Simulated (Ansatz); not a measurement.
# CHGeO (SMILES O=[C]=[GeH+]) (charge +1): what the fields show

Input file:

```
crystal:
  periodic: [false, false, false]
  atoms:
    - {symbol: C, position_ang: [-1.296374, 1.070382, -2.729185]}
    - {symbol: Ge, position_ang: [-0.130768, -0.097373, -1.147034]}
    - {symbol: O, position_ang: [-1.862162, 1.578929, -3.559358]}
    - {symbol: H, position_ang: [-0.369249, 1.240575, -0.298046]}
basis:
  gaussian:
    orbitals: def2-TZVPD
total_charge: 1
hamiltonian:
  xc: pbe0
output:
  forces: true
  orbitals: {seedname: orbitals}
```

Command:

```sh
ansatz run input.yaml --threads 1 --pin off --max-ram 2610MiB --events-out events.jsonl --progress --plain --runs-dir runs
```

Geometry: B3LYP/6-31G*.

The calculation used isolated molecule in a Gaussian basis; Kohn-Sham density functional theory, functional PBE0 in Ansatz.

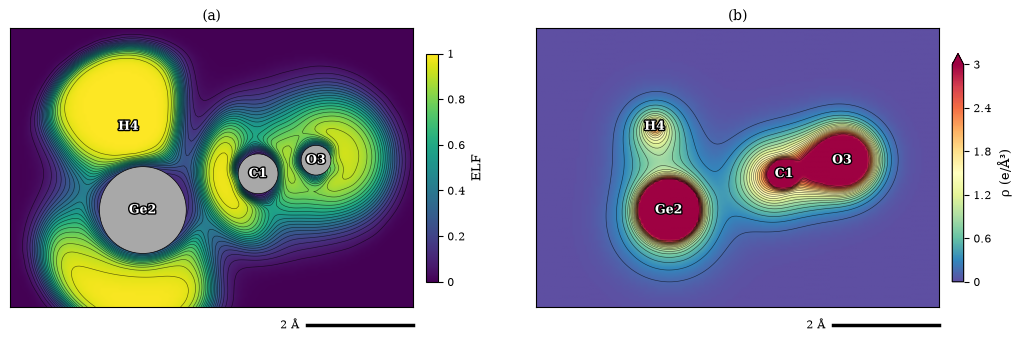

Figure 1. (a) ELF; (b) electron density on the molecular plane. Grey discs cover the atomic cores in the ELF map.

### Interpret the plot.

- The section cuts through C, Ge, O and H sites.
- C–O (1.13 Å): ρ is about 4.2 e/Å³ halfway; the ELF peaks at about 0.85 between the atoms (a multiple bond).
- C–Ge (2.29 Å): ρ is about 0.42 e/Å³ halfway; the ELF peaks at about 1 in the valence shell of C, 0.7 Å from its nucleus, and is about 0.50 at the midpoint.
- Ge–H (1.60 Å): ρ is about 0.98 e/Å³ halfway; the ELF climbs to about 1 towards the hydrogen.
- The ELF also peaks beside O3, away from the bonds: lone-pair regions.

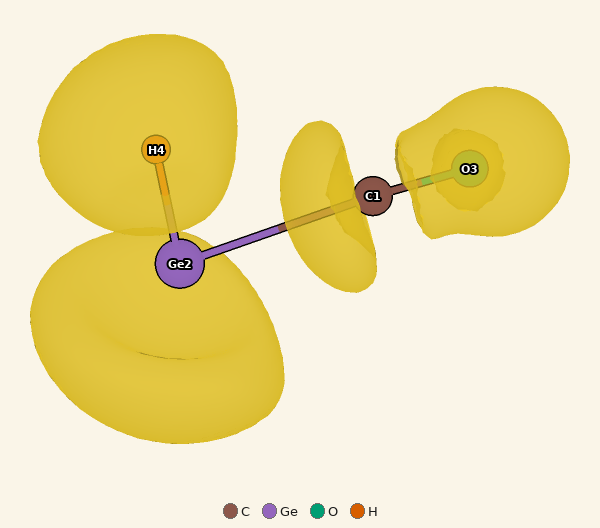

Figure 2. Isosurface of the ELF at 0.75 (yellow), seen at a tilt. Core shells and regions of very low density are left out.

### Describe the localisation domains.

At this value the surface marks out one region around a hydrogen nucleus, one lobe of the valence shell of C pointing towards Ge (polar bonds), one region on O in which the atom's valence shell and bonds are merged and one lobe on Ge, pointing away from the bonds (lone pairs).

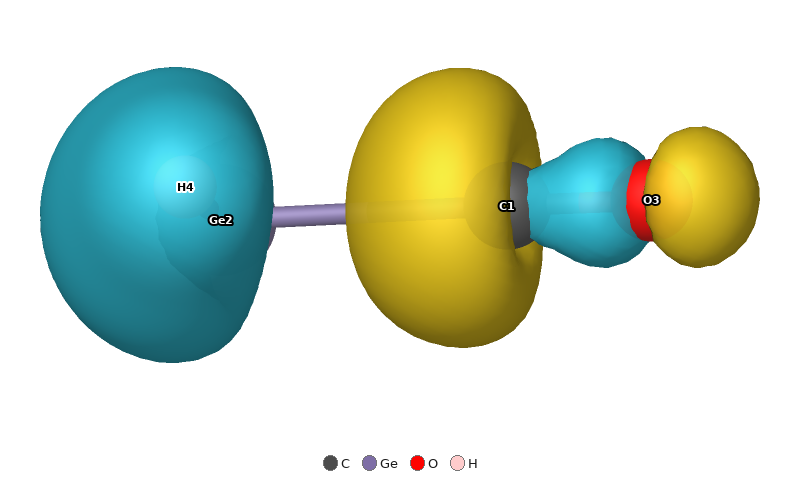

Figure 3. The HOMO−1 at ±0.15 Å⁻³ᐟ² (yellow and cyan are the two phases), seen from one side.

### Where does this orbital lie, and at what energy?

Its weight (Hirshfeld) is mainly on C1 (about 40 %), Ge2 (about 40 %), H4 (about 10 %) and O3 (about 10 %); it is symmetric in the molecular plane (an in-plane orbital: σ, lone-pair or in-plane π type). Its energy is −17.61 eV.
